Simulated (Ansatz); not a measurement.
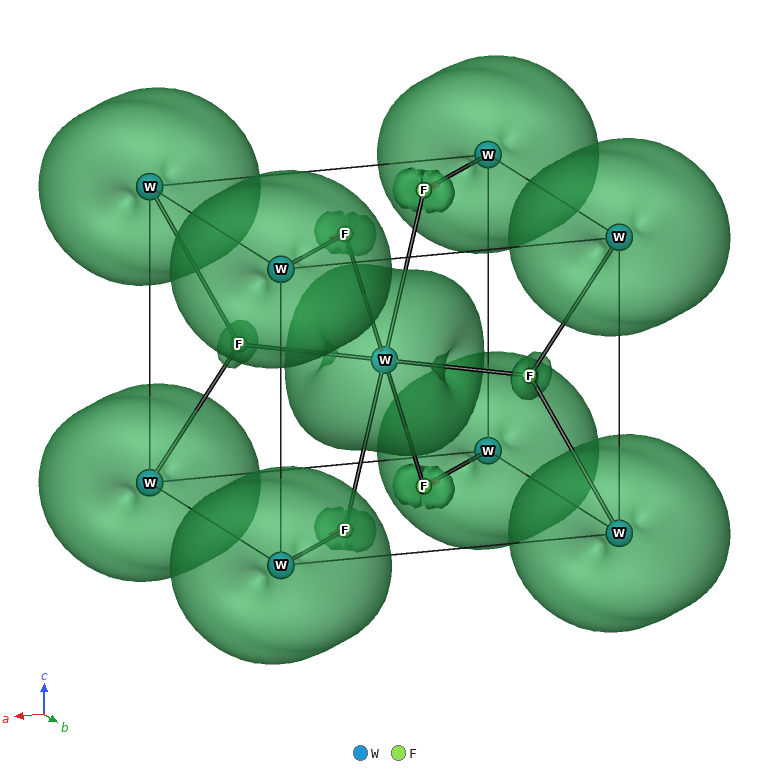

Figure 1: WF₂. Isosurfaces of the spin density at +0.08 (green) and −0.08 e/Å³ (red), seen at an oblique angle. Sticks mark near contacts.

Space group P4₂/mnm; started from the rutile prototype, which need not be the ambient phase; the SCF solution may not be the lowest one; Hubbard U of 6.2 eV on W d only; the program warned that another magnetic order may lie lower; spin-polarised.

All numbers below come from Ansatz, DFT PBE+U, scalar-relativistic, plane waves, PAW.

The density is the valence pseudo-density of a PAW calculation; it isn't the true density close to the nuclei.

```
CELL_PARAMETERS angstrom
4.92267 0.00000 0.00000
0.00000 4.92267 0.00000
0.00000 0.00000 4.14124
ATOMIC_POSITIONS crystal
W 0.00000 0.00000 0.00000
W 0.50000 0.50000 0.50000
F 0.30970 0.30970 0.00000
F 0.69030 0.69030 0.00000
F 0.80970 0.19030 0.50000
F 0.19030 0.80970 0.50000
```

Q: Where is the spin, and how is it ordered?

A: The spin density sits on W: +2.1 μB (×2) in one cell of 6 atoms: parallel main moments (a ferromagnetic arrangement) in this solution. The cell of the calculation (6 atoms) carries 8.0 μB of net spin moment.
